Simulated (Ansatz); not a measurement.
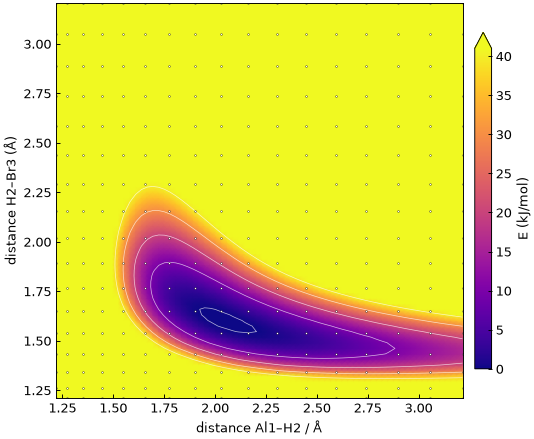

The system Al + HBr, spin multiplicity 2. 
- The first coordinate is: distance Al1–H2; the second: distance H2–Br3.
- Nothing is relaxed (the angle Al1–H2–Br3 is fixed at 180 degrees).
- The grid has 17 × 17 points.
- Points are written as (first, second).
- All energies are given in kJ/mol relative to the lowest grid point.
- Theory: Ansatz 0.2.0, UKS PBE0-D4/def2-SVPD.

In the figure: a smooth colour map with a few white contour lines, dots at the grid points, one colour for all values above the top of the scale. Between grid points the surface is interpolated.

### Where is the minimum, and how stiff is the well along each coordinate?

The interpolated minimum is at distance Al1–H2 ≈ 2.049 Å, distance H2–Br3 ≈ 1.599 Å. The curvatures there are about 2.2 eV/Å² and 9.7 eV/Å², with a cross term of about 3.5 eV/Å². Round the minimum the valley is strongly tilted: raising distance Al1–H2 shifts the best value of distance H2–Br3 downwards (coupling k₁₂/√(k₁₁k₂₂) about 0.8). (1 eV is 96.5 kJ/mol.)
